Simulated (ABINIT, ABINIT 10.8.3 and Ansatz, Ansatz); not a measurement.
## Excitons of AgCl (Chlorargyrite): kernels and approximations

How far does the k mesh set the exciton binding of AgCl (Chlorargyrite)?

Method: PBE and many-body steps on it, plane waves, in ABINIT 10.8.3 and Ansatz 0.2.0.

The database entry behind the starting cell differs from later determinations by our own check (an axis about 1.4 % short against later determinations), so it need not match the best structure at ambient conditions.

## (1) Starting point

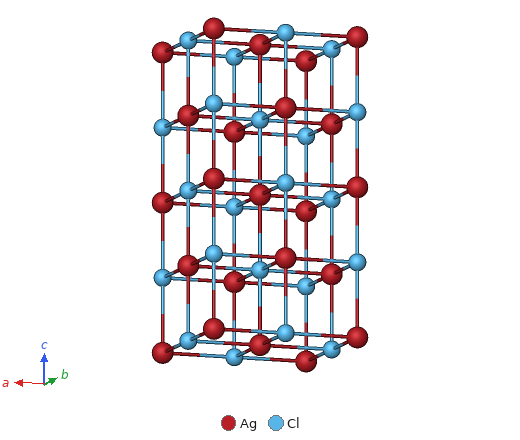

The cell as given, from a free direction (silver red, chlorine blue). 1×1×2 cells are drawn. This picture shows the conventional cell, with its axes. Some periodic images of atoms are drawn too.

The cell and positions come from the Crystallography Open Database and are kept as given unless a step says otherwise.

## (2) Empty states on the mesh, 4×4×4 mesh, 75 bands

This step: ABINIT 10.8.3; DFT, PBE, plane waves, norm-conserving pseudopotentials.

The sums over transitions need many empty states on a uniform mesh; this step solves for them.

run.abi reads:

```
acell 3*1.0 Angstrom
rprim 
  0.000000000000 2.735000000000 2.735000000000
  2.735000000000 0.000000000000 2.735000000000
  2.735000000000 2.735000000000 0.000000000000
ntypat 2
znucl 47 17
natom 2
typat 1 2
xred 
  0.000000000000 0.000000000000 0.000000000000
  0.500000000000 0.500000000000 0.500000000000
pp_dirpath "pseudos"
pseudos "Ag.upf, Cl.upf"
ecut 37
ngkpt 4 4 4
nshiftk 1
shiftk 0 0 0
kptopt 1
chksymbreak 0
iscf -2
irdden 1
istwfk *1
nband 75
nbdbuf 6
tolwfr 1e-09
nstep 60
prtvol 0
indata_prefix "in"
outdata_prefix "out"
tmpdata_prefix "tmp"
```

Launch:

```console
$ OMP_NUM_THREADS=1 mpirun -n 4 abinit run.abi > log
```

Numbers of over 12 decimals in the logs are rounded to 6 here.

The log of the run:

```text
.Version 10.8.3 of ABINIT. v10.8.2 released Aug 2026.

 Symmetries : space group Fm -3 m (#225); Bravais cF (face-center cubic)
[... echo of the input left out ...]
== DATASET  1 ==================================================================
-   mpi_nproc: 4, omp_nthreads: 1 (-1 if OMP is not activated)

--- !DatasetInfo
iteration_state: {dtset: 1, }
dimensions: {natom: 2, nkpt: 8, mband: 75, nsppol: 1, nspinor: 1, nspden: 1, mpw: 2996, }
cutoff_energies: {ecut:  37.0, pawecutdg:  -1.0, }
[...]
2.07086    2.07086    2.10307    2.10307    2.15214    2.22025    2.22025    2.22025
   2.34265    2.34265    2.34265    2.64950    2.64950    2.65288    2.67919    2.67919
   2.68022    2.68495    2.68495
 prteigrs : prtvol=0 or 1, do not print more k-points.

== END DATASET(S) ==============================================================
================================================================================

 -outvars: echo values of variables after computation  --------
            nband          75
             nkpt           8
          spgroup         225
 [... the other variables as echoed above ...]

 Calculation completed.
```

It took 15 s on 4 MPI ranks of Arm Neoverse V2, shared host; peak memory 0.29 GiB.

Numbers from this step:

* gap: 0.9064 eV
* k of the valence top: 0.5, 0, 0
* k of the conduction bottom: 0, 0, 0
* least direct gap: 3.395 eV
* k points computed: 8
* lowest point of the top converged band, above the valence top: 62.7614 eV

On this mesh the gap is 0.906 eV.

The density comes from a self-consistent run that is not shown.

## (3) Screening, 4×4×4 mesh, 69 bands, screening to 119.7 eV

The RPA dielectric matrix is built and inverted for each q.

This step: RPA screening on PBE, plane waves, norm-conserving pseudopotentials.

Changes to run.abi since step 2:

```diff
@@ -20,10 +20,11 @@
 chksymbreak 0
-iscf -2
-irdden 1
 istwfk *1
-nband 75
-nbdbuf 6
-tolwfr 1e-09
-nstep 60
-prtvol 0
+occopt 1
+irdwfk 1
+optdriver 3
+nband 69
+ecuteps 4.4
+inclvkb 2
+awtr 1
+symchi 1
 indata_prefix "in"
```

The log of the run:

```text
.Version 10.8.3 of ABINIT. v10.8.2 released Aug 2026.

 Symmetries : space group Fm -3 m (#225); Bravais cF (face-center cubic)
[... echo of the input left out ...]
== DATASET  1 ==================================================================
-   mpi_nproc: 4, omp_nthreads: 1 (-1 if OMP is not activated)

--- !DatasetInfo
iteration_state: {dtset: 1, }
dimensions: {natom: 2, nkpt: 8, mband: 69, nsppol: 1, nspinor: 1, nspden: 1, mpw: 2996, }
cutoff_energies: {ecut:  37.0, pawecutdg:  -1.0, }
[...]
--------------------------------------------------------------------------------
[... chi0 elements left out ...]
 For q-point:  0.000010 0.000020 0.000030
  dielectric constant =   5.4637
  dielectric constant without local fields =   5.9024

  Average fulfillment of the sum rule on Im[epsilon] for q-point    1 :     52.13  [%]
[... wings left out ...]
  q-point number  2        q = ( 0.250000, 0.000000, 0.000000) [r.l.u.]
--------------------------------------------------------------------------------
[... chi0 elements left out ...]
  Average fulfillment of the sum rule on Im[epsilon] for q-point    2 :     67.85  [%]

 [... 6 further q-points ...]
```

Wall time 11 s (4 MPI ranks); peak memory 0.63 GiB; 43 s of CPU time.

Numbers from this step:

```yaml
eps_infinity_with_local_fields_on_this_mesh_along_the_program_s_q_direction: 5.464
the_same_without_local_fields: 5.902
plasma_frequency: 29.60 eV
plane_waves_in_the_screening_matrix: 113
```

Local fields lower ε∞ by 7 %. On a Γ-centred mesh this coarse the value itself is usually too large, while a short band sum pulls it down.

## (4) Self-energy, 4×4×4 mesh, 69 bands, screening to 119.7 eV

The self-energy is evaluated for the states that the input lists, and the levels follow from it, in one-shot runs by the linearised quasiparticle equation.

This step: G0W0 on PBE, plane waves, norm-conserving pseudopotentials.

Changes to run.abi since step 3:

```diff
@@ -23,8 +23,17 @@
 irdwfk 1
-optdriver 3
+optdriver 4
 nband 69
+gwcalctyp 0
+ecutsigx 37
+symsigma 1
+nkptgw 2
+kptgw 
+  0.5000000000 0.0000000000 0.0000000000
+  0.0000000000 0.0000000000 0.0000000000
+bdgw 
+  12 15
+  11 17
 ecuteps 4.4
-inclvkb 2
-awtr 1
-symchi 1
+irdscr 1
+ppmodel 1
 indata_prefix "in"
```

The log of the run:

```text
.Version 10.8.3 of ABINIT. v10.8.2 released Aug 2026.

 Symmetries : space group Fm -3 m (#225); Bravais cF (face-center cubic)
[... echo of the input left out ...]
== DATASET  1 ==================================================================
-   mpi_nproc: 4, omp_nthreads: 1 (-1 if OMP is not activated)

--- !DatasetInfo
iteration_state: {dtset: 1, }
dimensions: {natom: 2, nkpt: 8, mband: 69, nsppol: 1, nspinor: 1, nspden: 1, mpw: 2996, }
cutoff_energies: {ecut:  37.0, pawecutdg:  -1.0, }
[...]
Band     E0 <VxcDFT>   SigX SigC(E0)      Z dSigC/dE  Sig(E)    E-E0       E
[...]
16  15.918 -12.617  -7.185  -4.296   0.824  -0.214 -11.681   0.936  16.854
       17  15.918 -12.617  -7.185  -4.296   0.824  -0.214 -11.681   0.936  16.854

== END DATASET(S) ==============================================================
================================================================================

 -outvars: echo values of variables after computation  --------
           etotal      0.0000000000E+00
            nband          69
             nkpt           8
          spgroup         225
 [... the other variables as echoed above ...]

 Calculation completed.
```

Wall time 3.9 s (4 MPI ranks); peak memory 0.7 GiB; 15 s of CPU time.

Numbers from this step:

```yaml
g0w0_gap_on_the_points_computed: 2.044 eV
starting_gap_on_the_mesh: 0.9064 eV
k_of_the_valence_top: 0.5, 0, 0
k_of_the_conduction_bottom: 0, 0, 0
least_direct_g0w0_gap_on_the_computed_points: 4.765 eV
```

The gap on the mesh goes from 0.91 eV to 2.04 eV, a correction of +1.14 eV.

The gap opens by 1.138 eV; the next steps shift the empty bands rigidly by 1.138 eV. The least direct G0W0 gap is 4.765 eV, so this shift leaves the direct transitions −0.23 eV off.

## (5) Excitons

Light makes an electron and a hole together. The Bethe-Salpeter equation adds their screened attraction and their exchange, in a window of bands around the gap.

This step: Bethe-Salpeter equation on PBE with a scissors shift, plane waves, norm-conserving pseudopotentials.

Changes to run.abi since step 4:

```diff
@@ -23,17 +23,17 @@
 irdwfk 1
-optdriver 4
-nband 69
-gwcalctyp 0
-ecutsigx 37
-symsigma 1
-nkptgw 2
-kptgw 
-  0.5000000000 0.0000000000 0.0000000000
-  0.0000000000 0.0000000000 0.0000000000
-bdgw 
-  12 15
-  11 17
-ecuteps 4.4
+optdriver 99
+bs_calctype 1
+mbpt_sciss 1.138 eV
+bs_loband 6
+nband 15
+bs_exchange_term 1
+bs_coulomb_term 11
+bs_coupling 0
+bs_algorithm 1
+bs_freq_mesh 0 11 0.1 eV
+zcut 0.15 eV
+ecuteps 4
+ecutwfn 18.5
+inclvkb 2
 irdscr 1
-ppmodel 1
 indata_prefix "in"
```

The log of the run:

```text
.Version 10.8.3 of ABINIT. v10.8.2 released Aug 2026.

 Symmetries : space group Fm -3 m (#225); Bravais cF (face-center cubic)
[... echo of the input left out ...]
== DATASET  1 ==================================================================
-   mpi_nproc: 4, omp_nthreads: 1 (-1 if OMP is not activated)

--- !DatasetInfo
iteration_state: {dtset: 1, }
dimensions: {natom: 2, nkpt: 8, mband: 15, nsppol: 1, nspinor: 1, nspden: 1, mpw: 1067, }
cutoff_energies: {ecut:  18.5, pawecutdg:  -1.0, }
electrons: {nelect:   2.60000000E+01, charge:   0.00000000E+00, occopt:   1.00000000E+00, tsmear:   1.00000000E-02, }

 Exciton: Calculation of dielectric properties by solving the Bethe-Salpeter equation
 in frequency domain and reciprocal space on a transitions basis set.
 Based on a program developed by L. Reining, V. Olevano, F. Sottile,
 S. Albrecht, and G. Onida. Incorporated in ABINIT by M. Giantomassi.

.Using double precision arithmetic ; gwpc =  8

[... cell and pseudopotentials left out ...]
--------------------------------------------------------------------------------

 ==== K-mesh for the wavefunctions ====
 Number of points in the irreducible wedge :     8
[... list of points left out ...]
 Together with 48 symmetry operations and time-reversal symmetry
 yields    64 points in the full Brillouin Zone.

 ==== Q-mesh for the screening function ====
 Number of points in the irreducible wedge :     8
[... list of points left out ...]
 Together with 48 symmetry operations and time-reversal symmetry
 yields    64 points in the full Brillouin Zone.

 vcoul_init : cutoff-mode = AUXILIARY_FUNCTION
 q-points for optical limit:   1
     1)      0.000010    0.000020    0.000030
 setmesh: FFT mesh size selected  =    24x   24x   24
          total number of points  =        13824

 ==== Fundamental parameters for the solution of the Bethe-Salpeter equation: ====
 Algorithm: Direct diagonalization.
 Dimension of the v, W matrices,  npweps  = 113
 Cutoff for the wavefunctions,    npwwfn  = 1067
 Number of k-points in the IBZ,   nkibz   = 8
 Highest empty band included,     nband   = 15
 === Spin UP ===
 Number of resonant transitions          1024
 Lowest occupied state                   6
 Highest occupied state                  13
 Lowest unoccupied state                 14
 Highest unoccupied state                15
 Minimum frequency [eV]           Emin    =   0.00
 Maximum frequency [eV]           Emax    =  11.00
 Frequency step [eV]              dE      =   0.10
 Lorentzian broadening [eV]       eta     =   0.15
 RPA L0 with KS energies and KS wavefunctions
 Scissors operator energy [eV] =          1.14
 Local fields effects (v term) included
 Excitonic effects (W term) included
 Full W_GG' included
 W is read from an external SCR file
 Resonant-only calculation (Hermitian case)

 Calculating epsilon_Macro(q-->0,w), along the following directions:
 q = (  0.949830  0.000000  0.000000) [r.l.u.]
 q = (  0.000000  0.949830  0.000000) [r.l.u.]
 q = (  0.000000  0.000000  0.949830) [r.l.u.]
 q = (  0.000000  0.822577  0.822577) [r.l.u.]
 q = (  0.822577  0.000000  0.822577) [r.l.u.]
 q = (  0.822577  0.822577  0.000000) [r.l.u.]
 Number of electrons calculated from density =   25.9690; Expected =   26.0000
 average of density, n =  0.094050
 r_s =    1.3641
 omega_plasma =   29.5824 [eV]

. Writing resonant excitonic Hamiltonian on file out_BSR; file size=   0.01 [Gb].
 Direct diagonalization of the resonant excitonic Hamiltonian, Matrix size= 1024
. Using LAPACK sequential version.
 Excitonic eigenvalues in eV up to n=   32
   3.98760   3.98840   3.98864   4.00407   4.00582   4.10663   4.10795   4.10815
   4.35954   4.36230   4.39036   4.39693   4.39880   4.45847   4.46370   4.46387
   4.47103   4.47169   4.47216   4.50212   4.50240   4.50253   4.51681   4.51685
   4.72877   4.72958   4.72986   4.73456   4.73486   4.73768   4.75042   4.75053

 First excitonic eigenvalue=    3.99 [eV]
 Last  excitonic eigenvalue=   13.95 [eV]

 GW  direct gap       4.53  0.00 [eV]
 EXC direct gap       3.99  0.00 [eV]
 EXC binding energy   0.55  0.00 [eV]

 Excitonic eigenvalues up to the GW energy gap [eV]
  1 (  3.99  0.00)
  2 (  3.99  0.00)
  3 (  3.99  0.00)
  4 (  4.00  0.00)
  5 (  4.01  0.00)
  6 (  4.11  0.00)
[...]
22 (  4.50  0.00)
 23 (  4.52  0.00)
 24 (  4.52  0.00)

 Macroscopic dielectric function:
 omega [eV] <KS_RPA_nlf>  <GW_RPA_nlf>  <BSE>
   0.0000   4.4460   0.0000   3.8191   0.0000   4.2554   0.0000
   0.1000   4.4475   0.0044   3.8198   0.0022   4.2566   0.0036
   0.2000   4.4519   0.0089   3.8221   0.0045   4.2602   0.0073
   0.3000   4.4593   0.0134   3.8258   0.0068   4.2662   0.0110
   0.4000   4.4698   0.0181   3.8311   0.0091   4.2747   0.0147
   0.5000   4.4833   0.0228   3.8378   0.0114   4.2858   0.0185
   0.6000   4.5000   0.0277   3.8462   0.0138   4.2994   0.0225
   0.7000   4.5201   0.0328   3.8562   0.0162   4.3156   0.0265
   0.8000   4.5436   0.0381   3.8677   0.0187   4.3346   0.0308
   0.9000   4.5707   0.0438   3.8810   0.0213   4.3565   0.0352

 Writing KS-RPA macroscopic dielectric function without local fields to file: out_RPA_NLF_MDF
 Writing GW-RPA macroscopic dielectric function without local fields to file: out_GW_NLF_MDF
 Writing EXC Macroscopic dielectric function to file: out_EXC_MDF

== END DATASET(S) ==============================================================
================================================================================

 -outvars: echo values of variables after computation  --------
           etotal      0.0000000000E+00
            nband          15
             nkpt           8
          spgroup         225
 [... the other variables as echoed above ...]

 Calculation completed.
```

It took 26 s on 4 MPI ranks; peak memory 0.36 GiB; 1.7 min of CPU time.

Numbers from this step:

* direct gap of the transition levels: 4.533 eV
* transitions in the window: 1024
* first strong exciton (over a fiftieth of the strongest listed): 3.988 eV
* lowest state: 3.988 eV
* binding of the lowest state below the direct gap: 0.5454 eV
* Coulomb term of one mesh cell: 0.5430 eV

The binding is 1.0 times the screened Coulomb term of one mesh cell (0.54 eV), so it is not shown settled.

The lowest state lies at 3.988 eV, 0.545 eV under the direct gap.

Lines within 3 meV are set at the lowest of them, and the highest group, which the list may cut short, is left out; lines within 3 meV are set at the lowest of them, and the highest group, which the list may cut short, is left out. Lines of the exciton spectrum (strongest = 100):

| position (eV) | lines merged | oscillator strength, relative |
| --- | --- | --- |
| 3.988 | 3 | 100 |
| 4.004 | 2 | 0.4 |
| 4.107 | 3 | 0.1 |
| 4.359 | 2 | 0.2 |
| 4.390 | 1 | 46 |
| 4.397 | 2 | 86 |

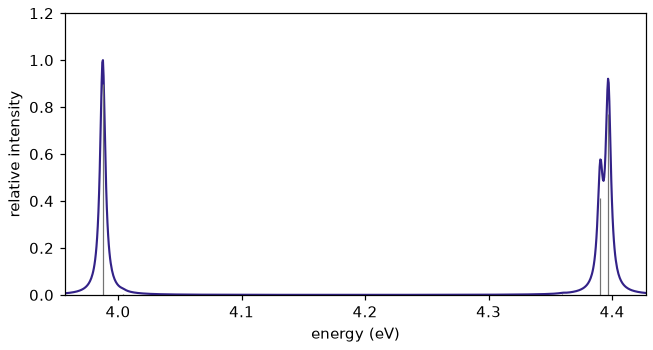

The exciton spectrum, broadened with Lorentzians of width 0.0051 eV; bars mark the lines.

The ε₂ has structure finer than the step of the table below, so its rows give means over 0.5 eV, whole bins alone (the curve runs from 0 to 10.9 eV). Peaks (eV: height): BSE 4.00: 9.19, 4.40: 11.6, 5.60: 14.4, 6.60: 5.12, 9.10: 3.79; no electron-hole interaction 5.00: 10.2, 6.20: 15.8, 7.20: 5.95, 9.70: 4.70; Kohn-Sham, no shift 3.90: 9.55, 5.10: 15.3, 6.00: 6.25, 8.50: 4.72.

Mean over the three Cartesian directions of q; broadening 0.15 eV; transition window only. Limits: finite bands, cutoff and mesh; d shell near the gap, gap tends to lie low; no spin-orbit coupling; coarse k mesh; exciton not shown settled in the k mesh. Table of ε₂ by photon energy; means over each step:

| photon energy (eV) | BSE | no electron-hole interaction | Kohn-Sham, no shift |
| --- | --- | --- | --- |
| 0.5 | 0.0187 | 0.0115 | 0.0230 |
| 1.0 | 0.0402 | 0.0241 | 0.0502 |
| 1.5 | 0.0686 | 0.0394 | 0.0886 |
| 2.0 | 0.112 | 0.0599 | 0.154 |
| 2.5 | 0.191 | 0.0905 | 0.306 |
| 3.0 | 0.384 | 0.143 | 1.07 |
| 3.5 | 1.32 | 0.256 | 4.35 |
| 4.0 | 6.81 | 0.675 | 7.09 |
| 4.5 | 7.72 | 3.30 | 2.78 |
| 5.0 | 2.76 | 7.30 | 10.2 |
| 5.5 | 8.95 | 3.30 | 5.08 |
| 6.0 | 5.44 | 7.88 | 4.54 |
| 6.5 | 3.82 | 7.15 | 2.36 |
| 7.0 | 2.43 | 4.53 | 2.36 |
| 7.5 | 2.09 | 2.77 | 1.71 |
| 8.0 | 1.28 | 2.65 | 2.83 |
| 8.5 | 2.40 | 1.50 | 3.84 |
| 9.0 | 3.21 | 2.54 | 2.50 |
| 9.5 | 2.20 | 3.73 | 1.10 |
| 10.0 | 1.07 | 3.01 | 1.55 |
| 10.5 | 1.20 | 1.36 | 1.54 |

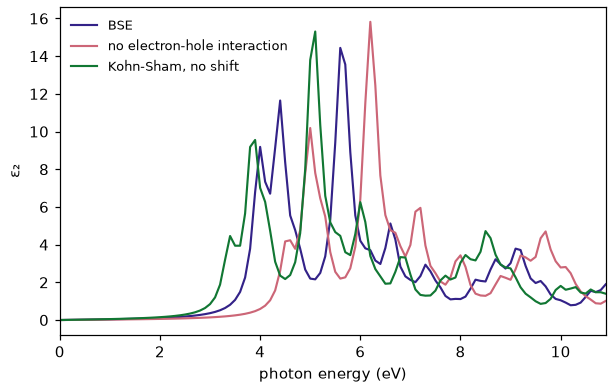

ε₂, plotted against photon energy.

## (6) Triplet (no exchange term)

Changes to run.abi since step 5:

```diff
@@ -28,3 +28,3 @@
 nband 15
-bs_exchange_term 1
+bs_exchange_term 0
 bs_coulomb_term 11
@@ -32,3 +32,3 @@
 bs_algorithm 1
-bs_freq_mesh 0 11 0.1 eV
+bs_freq_mesh 0 9 0.05 eV
 zcut 0.15 eV
```

The log of the run:

```text
.Version 10.8.3 of ABINIT. v10.8.2 released Aug 2026.

 Symmetries : space group Fm -3 m (#225); Bravais cF (face-center cubic)
[... echo of the input left out ...]
== DATASET  1 ==================================================================
-   mpi_nproc: 4, omp_nthreads: 1 (-1 if OMP is not activated)

--- !DatasetInfo
iteration_state: {dtset: 1, }
dimensions: {natom: 2, nkpt: 8, mband: 15, nsppol: 1, nspinor: 1, nspden: 1, mpw: 1067, }
cutoff_energies: {ecut:  18.5, pawecutdg:  -1.0, }
electrons: {nelect:   2.60000000E+01, charge:   0.00000000E+00, occopt:   1.00000000E+00, tsmear:   1.00000000E-02, }

 Exciton: Calculation of dielectric properties by solving the Bethe-Salpeter equation
 in frequency domain and reciprocal space on a transitions basis set.
 Based on a program developed by L. Reining, V. Olevano, F. Sottile,
 S. Albrecht, and G. Onida. Incorporated in ABINIT by M. Giantomassi.

.Using double precision arithmetic ; gwpc =  8

[... cell and pseudopotentials left out ...]
--------------------------------------------------------------------------------

 ==== K-mesh for the wavefunctions ====
 Number of points in the irreducible wedge :     8
[... list of points left out ...]
 Together with 48 symmetry operations and time-reversal symmetry
 yields    64 points in the full Brillouin Zone.

 ==== Q-mesh for the screening function ====
 Number of points in the irreducible wedge :     8
[... list of points left out ...]
 Together with 48 symmetry operations and time-reversal symmetry
 yields    64 points in the full Brillouin Zone.

 vcoul_init : cutoff-mode = AUXILIARY_FUNCTION
 q-points for optical limit:   1
     1)      0.000010    0.000020    0.000030
 setmesh: FFT mesh size selected  =    24x   24x   24
[...]
average of density, n =  0.094050
 r_s =    1.3641
 omega_plasma =   29.5824 [eV]

. Writing resonant excitonic Hamiltonian on file out_BSR; file size=   0.01 [Gb].
 Direct diagonalization of the resonant excitonic Hamiltonian, Matrix size= 1024
. Using LAPACK sequential version.
 Excitonic eigenvalues in eV up to n=   32
   3.90859   3.91347   3.95701   3.95828   3.95859   4.05571   4.05925   4.05959
   4.29935   4.30334   4.36756   4.37497   4.37692   4.45715   4.46256   4.46274
   4.47100   4.47165   4.47212   4.49009   4.49116   4.49134   4.51678   4.51683
   4.72090   4.72531   4.72646   4.73173   4.73259   4.73618   4.74944   4.74965

 First excitonic eigenvalue=    3.91 [eV]
 Last  excitonic eigenvalue=   13.90 [eV]

 GW  direct gap       4.53  0.00 [eV]
 EXC direct gap       3.91  0.00 [eV]
 EXC binding energy   0.62  0.00 [eV]

 Excitonic eigenvalues up to the GW energy gap [eV]
  1 (  3.91  0.00)
  2 (  3.91  0.00)
  3 (  3.96  0.00)
[...]
23 (  4.52  0.00)
 24 (  4.52  0.00)

 Macroscopic dielectric function:
 omega [eV] <KS_RPA_nlf>  <GW_RPA_nlf>  <BSE>
   0.0000   4.4460   0.0000   3.8191   0.0000   4.3098   0.0000
   0.0500   4.4464   0.0022   3.8193   0.0011   4.3101   0.0019
   0.1000   4.4475   0.0044   3.8198   0.0022   4.3111   0.0038
[...]
0.4000   4.4698   0.0181   3.8311   0.0091   4.3299   0.0153
   0.4500   4.4761   0.0204   3.8343   0.0102   4.3353   0.0172

 Writing KS-RPA macroscopic dielectric function without local fields to file: out_RPA_NLF_MDF
 Writing GW-RPA macroscopic dielectric function without local fields to file: out_GW_NLF_MDF
 Writing EXC Macroscopic dielectric function to file: out_EXC_MDF

== END DATASET(S) ==============================================================
================================================================================

 -outvars: echo values of variables after computation  --------
           etotal      0.0000000000E+00
            nband          15
             nkpt           8
          spgroup         225
 [... the other variables as echoed above ...]

 Calculation completed.
```

Wall time 25 s (4 MPI ranks); peak memory 0.36 GiB; 1.7 min of CPU time.

The lowest triplet lies at 3.909 eV; without spin-orbit coupling triplets are dark, so no spectrum is read.

(Continued in part 2 of 3.)

[Paths, hosts, dates, memory and timing lines, banners, echoed tables and standing remarks are left out of the program output.]

[Logs are printed without paths, hosts, clocks, repeated set-up lines and the standing remarks that a program may print on its own settings, such as how far it seeks lower states.]

[Runs of the session that timed out or met a known fault of the program may be left out.]

[Hosts, paths, dates, database ids (printed as entryN), source tags and the programs' standing remarks are cut or masked in the printed files.]

[G0W0 gaps are taken among the corrected bands and points alone; a level outside them can change the order at an edge.]

[Where Ansatz stands beside ABINIT at settings called matched, ABINIT's density can come from a denser mesh and the files from another edition; pairs whose starting gaps differed by over 0.03 eV were left out, so agreement reads better than it is.]
